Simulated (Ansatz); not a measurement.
# IrRh4: what a guessed cell relaxes into

Where does this trial cell of IrRh4 go when cell and atoms are let free?

Method: DFT PBE, scalar-relativistic, plane waves, PAW, in Ansatz 0.2.0.

**1. Starting point**

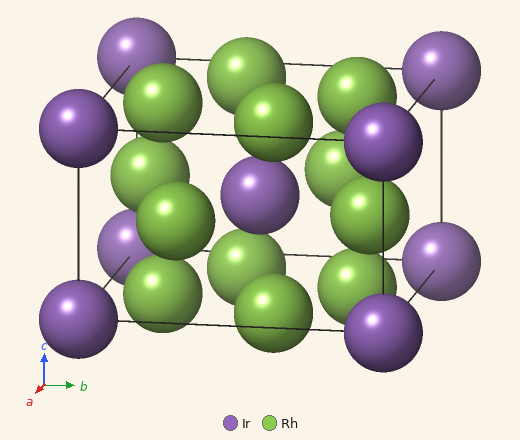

Start, viewed slightly off an axis; iridium purple, rhodium green. Atoms on the faces are drawn again on the opposite ones. The cell drawn here is the conventional one.

Coordinates:

```
CELL_PARAMETERS angstrom
-3.03364 3.03364 1.91748
3.03364 -3.03364 1.91748
3.03364 3.03364 -1.91748
ATOMIC_POSITIONS crystal
Ir 0.00000 0.00000 0.00000
Rh 0.79932 0.60133 0.40064
Rh 0.20068 0.39867 0.59936
Rh 0.39867 0.79932 0.19799
Rh 0.60133 0.20068 0.80201
```

The start is the relaxed end of an invented cell (made as: elements ordered on the sites of the Ir type, Rh/Ir on Ir (I4/m, No. 87)), taken up again for a closer look.

**2. A first look at the guess**

input.yaml reads:

```yaml
crystal:
  lattice:
    - [-3.0336387, 3.0336387, 1.9174808]
    - [3.0336387, -3.0336387, 1.9174808]
    - [3.0336387, 3.0336387, -1.9174808]
  atoms:
    - { symbol: Ir, position: [0.0, 0.0, 0.0] }
    - { symbol: Rh, position: [0.799318, 0.601326, 0.400644] }
    - { symbol: Rh, position: [0.200682, 0.398674, 0.599356] }
    - { symbol: Rh, position: [0.398674, 0.799318, 0.197992] }
    - { symbol: Rh, position: [0.601326, 0.200682, 0.802008] }
basis:
  ecutwfc: 420
kpoints:
  mp_grid: { grid: [6, 6, 6] }
hamiltonian:
  xc: pbe
scf:
  occupations: { method: gaussian, width: 0.1 }
  lower_state_search: "off"
output:
  forces: true
  stress: true
  eigenvalues: true
```

Command:

```console
ansatz run input.yaml --threads 1 --pin off --max-ram 3072MiB --backend cpu --events-out ev --progress --plain --runs-dir out
```

Standard output (excerpt; [...] marks lines left out):

```text
Warning: RAYON_NUM_THREADS=1 ignored (pool sized by the plan → 1); use --threads N
[...]
Pseudopotentials: kind: paw
Pseudopotential: Ir, paw, valence charge 17, recommended cutoff 420 eV (normal), Ir.paw.azcp
Pseudopotential: Rh, paw, valence charge 17, recommended cutoff 420 eV (normal), Rh.paw.azcp
Functional definition: PBE
[...]
Crystal: 5 atoms, lattice volume = 70.586 Å³
Basis set: ecut = 420 eV, 1359 PW (Γ), exchange–correlation on 64×64×64 points (8 copies of the dense FFT grid, shifted against one another)
Bands: 51, of which v1, the nominal top of the filled ones, is band 43 counted from 1 (42 counted from 0)
Symmetry: 8 space group operations
Space group: I4/m (ITA 87), of the structure as read, at distance tolerance 4.1e-5 Å
k-points: 36 of 216
[...]
SCF iter   1: F=—  HF=-37546.959979 eV  |F-HF|=—  |Δ(HF+E_count)|=         —  Δρ=3.75e-3  dr2=4.40e-3  ethr=1.77e-3  ⟨swp⟩=5.9  Hψ=6016  notcnv=0  defer=1
[...]
SCF iter   6: F=-37546.963179 eV  HF=-37546.963179 eV  |F-HF|=7.79e-9  |Δ(HF+E_count)|=   2.36e-8  Δρ=6.68e-6  dr2=1.31e-8  ethr=1.18e-10  ⟨swp⟩=7.7  Hψ=6503  notcnv=0
[...]
SCF converged after 6 iterations
Free energy (F): -37546.963179 eV
[...]
E sigma→0 (E₀):  -37546.947353 eV
Entropy (-TS):   -0.031651 eV (-6.330 meV/atom)
Fermi energy:    22.468144 eV
[...]
--- Forces (eV/Å), atoms counted from 1 ---
  atom   1  Ir    -0.00000000    -0.00000000     0.00000000
  atom   2  Rh     0.00624625    -0.01196269     0.00000000
  atom   3  Rh    -0.00624625     0.01196269    -0.00000000
  atom   4  Rh    -0.01196269    -0.00624625     0.00000000
  atom   5  Rh     0.01196269     0.00624625     0.00000000
[...]
--- Stress (GPa, compression-positive) ---
        0.025472      -0.000001       0.000000
        0.000001       0.025472       0.000000
        0.000000       0.000000       0.022743
  P = ⅓ Tr σ = 0.0246 GPa (0.246 kbar)
--- Band table (eV; the first three rows and the last of 36) ---
[...]
```

It took 5.6 s on 1 thread of Arm Neoverse V2, shared host; peak memory 0.39 GiB.

Read-out: pressure 0.0 GPa, largest force 0.01 eV/Å, gap on this mesh none (metal). The coarse relaxation is skipped.

**3. Spin check on a coarse mesh**

input.yaml reads:

```yaml
crystal:
  lattice:
    - [-3.0336387, 3.0336387, 1.9174808]
    - [3.0336387, -3.0336387, 1.9174808]
    - [3.0336387, 3.0336387, -1.9174808]
  atoms:
    - { symbol: Ir, position: [0.0, 0.0, 0.0], spin: 1.0 }
    - { symbol: Rh, position: [0.799318, 0.601326, 0.400644], spin: 1.0 }
    - { symbol: Rh, position: [0.200682, 0.398674, 0.599356], spin: 1.0 }
    - { symbol: Rh, position: [0.398674, 0.799318, 0.197992], spin: 1.0 }
    - { symbol: Rh, position: [0.601326, 0.200682, 0.802008], spin: 1.0 }
basis:
  ecutwfc: 420
kpoints:
  mp_grid: { grid: [6, 6, 6] }
hamiltonian:
  xc: pbe
scf:
  occupations: { method: gaussian, width: 0.1 }
  lower_state_search: "off"
output:
  forces: true
  stress: true
  eigenvalues: true
  populations: true
magnetization:
  spin_polarized: true
```

Command:

```console
ansatz run input.yaml --threads 1 --pin off --max-ram 3072MiB --backend cpu --events-out ev --progress --plain --runs-dir out
```

Standard output (excerpt; [...] marks lines left out):

```text
[...]
SCF converged after 17 iterations
Magnetization: -0.0000 μB (42.5000 up, 42.5000 down)
Absolute magnetization: 0.0000 μB (∫|ρ↑−ρ↓|, with the PAW one-centre terms)
Spin contamination: 0.0000 ħ² per cell (⟨S²⟩ above its minimum at these occupations)
Per-site moments (μB) at R_I (Å): [(-2.1886765402653093e-6, 1.117063794247693), (1.7111508133363483e-7, 1.1137215994198377), (1.7111508151129268e-7, 1.1137215994198377), (1.7111508122560027e-7, 1.1137215994198377), (1.711150812376258e-7, 1.1137215994198377)]
Free energy (F): -37546.963179 eV
[...]
E sigma→0 (E₀):  -37546.947353 eV
Entropy (-TS):   -0.031651 eV (-6.330 meV/atom)
Fermi energy:    22.468144 eV
[...]
--- Forces (eV/Å), atoms counted from 1 ---
  atom   1  Ir    -0.00000000    -0.00000000     0.00000000
  atom   2  Rh     0.00624392    -0.01198334     0.00000000
  atom   3  Rh    -0.00624392     0.01198334     0.00000000
  atom   4  Rh    -0.01198334    -0.00624392    -0.00000000
  atom   5  Rh     0.01198334     0.00624392    -0.00000000
[...]
--- Stress (GPa, compression-positive) ---
        0.025477      -0.000000       0.000000
        0.000000       0.025477       0.000000
        0.000000       0.000000       0.022726
  P = ⅓ Tr σ = 0.0246 GPa (0.246 kbar)
--- Band table (eV; the first three rows and the last of 72) ---
[...]
--- Löwdin populations: 5 sites ---
  site symbol       q [e]    m [muB]
     0     Ir     16.6810    -0.0000
     1     Rh     16.9318     0.0000
     2     Rh     16.9318     0.0000
     3     Rh     16.9318     0.0000
     4     Rh     16.9318     0.0000
  spilling = 0.006964 (of n_electrons = 85.000000)
```

It took 30 s on 1 thread of Arm Neoverse V2, shared host; peak memory 0.47 GiB.

Site by site:

```
atom  Löwdin electrons
 Ir1             16.68
 Rh2             16.93
 Rh3             16.93
 Rh4             16.93
 Rh5             16.93
```

The Löwdin counts miss 0.59 of the 85 electrons, which the atomic orbitals do not span, so they are no charges.

The same cell is solved with trial moments on Ir and Rh. The largest site moment that stays is 0.00 μB and the cell's total 0.00 μB. The workflow keeps spin only above 0.25 μB on a site, so the next run goes without spin.

**4. Final relaxation**

input.yaml reads:

```yaml
crystal:
  lattice:
    - [-3.0336387, 3.0336387, 1.9174808]
    - [3.0336387, -3.0336387, 1.9174808]
    - [3.0336387, 3.0336387, -1.9174808]
  atoms:
    - { symbol: Ir, position: [0.0, 0.0, 0.0] }
    - { symbol: Rh, position: [0.799318, 0.601326, 0.400644] }
    - { symbol: Rh, position: [0.200682, 0.398674, 0.599356] }
    - { symbol: Rh, position: [0.398674, 0.799318, 0.197992] }
    - { symbol: Rh, position: [0.601326, 0.200682, 0.802008] }
basis:
  ecutwfc: 420
kpoints:
  mp_grid: { grid: [12, 12, 12] }
hamiltonian:
  xc: pbe
scf:
  occupations: { method: gaussian, width: 0.1 }
output:
  forces: true
  stress: true
  eigenvalues: true
  write_density: true
  write_potential: true
  elf: true
  volumetric_format: npy
relax:
  adjacent_minimum: "off"
  f_tol: 0.01
  max_steps: 80
  cell: { stress_tol: 0.05 }
```

Command:

```console
ansatz run input.yaml --threads 1 --pin off --max-ram 3072MiB --backend cpu --events-out ev --progress --plain --runs-dir out
```

Standard output (excerpt; [...] marks lines left out):

```text
Warning: RAYON_NUM_THREADS=1 ignored (pool sized by the plan → 1); use --threads N
[...]
[... 4 set-up lines as earlier in the session ...]
[...]
Crystal: 5 atoms, lattice volume = 70.586 Å³
Basis set: ecut = 420 eV, 1359 PW (Γ), exchange–correlation on 64×64×64 points (8 copies of the dense FFT grid, shifted against one another)
Bands: 51, of which v1, the nominal top of the filled ones, is band 43 counted from 1 (42 counted from 0)
[... 2 set-up lines as earlier in the session ...]
k-points: 242 of 1728
[...]
SCF iter   1: F=—  HF=-37546.954299 eV  |F-HF|=—  |Δ(HF+E_count)|=         —  Δρ=3.32e-3  dr2=3.06e-3  ethr=1.77e-3  ⟨swp⟩=5.6  Hψ=39796  notcnv=0  defer=19
[...]
  atom   5  Rh     0.00974436     0.00924013    -0.00000000
[...]
--- Stress (GPa, compression-positive) ---
       -0.004178      -0.000000       0.000000
        0.000000      -0.004178       0.000000
        0.000000      -0.000000      -0.035476
  P = ⅓ Tr σ = -0.0146 GPa (-0.146 kbar)
--- Band table (eV; the first three rows and the last of 242) ---
[...]
--- Relaxed structure (1 steps of the walk, 1 accepted, 1 SCFs on fresh bases) ---
  F+E_penalty+E_count = -37546.95819350 eV   max|allowed force component| = 9.744e-3 eV/Å   (the final SCF, on the basis selected at the relaxed cell)
  cell:  # Å, volume = 70.5860 Å³
    - [-3.0336387, 3.0336387, 1.9174808]
    - [3.0336387, -3.0336387, 1.9174808]
    - [3.0336387, 3.0336387, -1.9174808]
  atoms:
    - { symbol: Ir, position: [0.0, 0.0, 0.0] }
    - { symbol: Rh, position: [0.7993180000000001, 0.6013260000000001, 0.40064400000000006] }
    - { symbol: Rh, position: [0.20068200000000003, 0.398674, 0.599356] }
    - { symbol: Rh, position: [0.39867400000000003, 0.799318, 0.197992] }
    - { symbol: Rh, position: [0.601326, 0.20068200000000003, 0.802008] }
```

Wall time 1.7 min (1 thread of Arm Neoverse V2, shared host); peak memory 0.8 GiB.

Step by step:

| step | energy from step 1 (eV/cell) | largest force component (eV/Å) | pressure (GPa) | volume (Å³) |
| --- | --- | --- | --- | --- |
| 1 | 0.0000 | 0.0097 | -0.01 | 70.59 |
| 2 | 0.0000 | 0.0097 | -0.01 | 70.59 |

Step 1 is the start. Step 2 repeats the geometry before it on a plane-wave basis chosen anew for that cell, so its energy need not be comparable with the rows above.

Lengths and angles in the start's conventional setting:

|  | before | after | change |
| --- | --- | --- | --- |
| a (Å) | 6.067 | 6.067 | 0.0 % |
| b (Å) | 6.067 | 6.067 | 0.0 % |
| c (Å) | 3.835 | 3.835 | 0.0 % |
| volume (Å³/atom) | 14.12 | 14.12 | 0.0 % |
| shortest distance (Å) | 2.700 | 2.700 | 0.0 % |
| space group (0.01 Å) | I4/m | I4/m | same |

Forces and stress were held to the start's 8 operations: a distortion of lower symmetry was not tested.

The maps below are laid out on this run's own conventional cell (a, b, c = 6.067, 6.067, 3.835 Å).

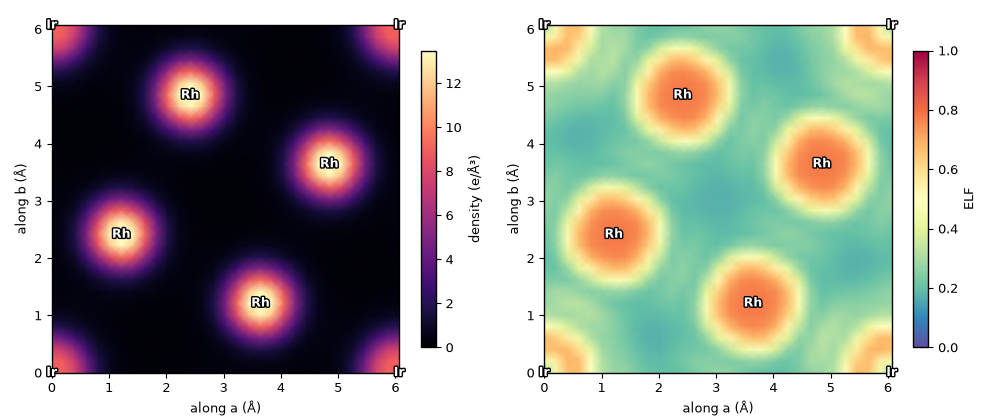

Density (left) and ELF (right) in a lattice plane of the grid's cell (edges 6.07 and 6.07 Å, at 0.000 of the third edge), which holds Ir and Rh. Only atoms in the plane are labelled. Both are smooth fields of the valence electrons: close to the nuclei they are not physical.

**5. Results**

| quantity | value |
| --- | --- |
| symmetry at the end (tolerance 0.05 Å) | space group I4/m (No. 87) |
| conventional cell | a = 6.067 Å, b = 6.067 Å, c = 3.835 Å, α = 90.00°, β = 90.00°, γ = 90.00° |
| volume | 14.12 Å³/atom |
| energy over the elements | -0.01 eV/atom |
| gap on the mesh | none (metal) |

**Reading.** The space group I4/m (No. 87) is kept, at nearly the size of the first guess. The formation energy of this structure is too near zero to say whether it is bound against the elements. No finished test with a distortion of lower symmetry is shown, so the end may be a saddle point. Spin-orbit coupling is left out for Ir. Other magnetic orders were not searched.
